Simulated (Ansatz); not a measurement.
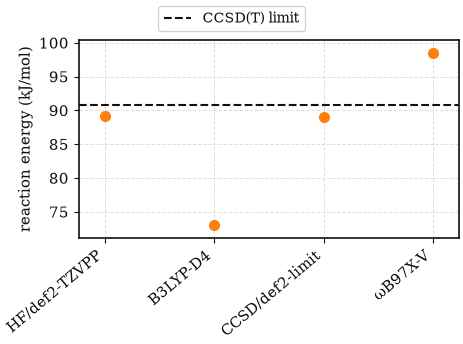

Electronic reaction energy of GeNH₅SO ([NH2][GeH]([OH])[SH]) → GeNH₃O ([NH2][Ge][OH]) [singlet] + H₂S (S) (SMILES in brackets) at several levels (functionals in def2-TZVPP unless a basis is named), isolated molecules at PBE0-D4 triple-zeta geometries, minima by their frequencies, no zero-point or thermal terms, the Ansatz code 0.2.0. The line is frozen-core CCSD(T) at the basis limit (MP2 extrapolated from triple and quadruple zeta, plus CCSD(T) less MP2 in a smaller set). The limit lies 9.6 kJ/mol from CCSD(T)/def2-TZVPP, so the line itself is uncertain by a part of that.

Which level comes closest to the line (CCSD(T) limit), and which misses most?

Answer. Closest HF/def2-TZVPP (89.2 kJ/mol), against 90.8 kJ/mol; farthest B3LYP-D4 (73.1 kJ/mol).

Give the values.

Answer.
| level | kJ/mol | less CCSD(T) limit |
| --- | --- | --- |
| HF/def2-TZVPP | 89.2 | −1.5 |
| B3LYP-D4 | 73.1 | −17.7 |
| CCSD/def2-limit | 89.0 | −1.8 |
| ωB97X-V | 98.4 | 7.7 |
| CCSD(T) limit | 90.8 | 0.0 |

Note: no scalar relativity up to krypton; outer-core shells are correlated without core-valence functions, which makes the correlated values less sure.
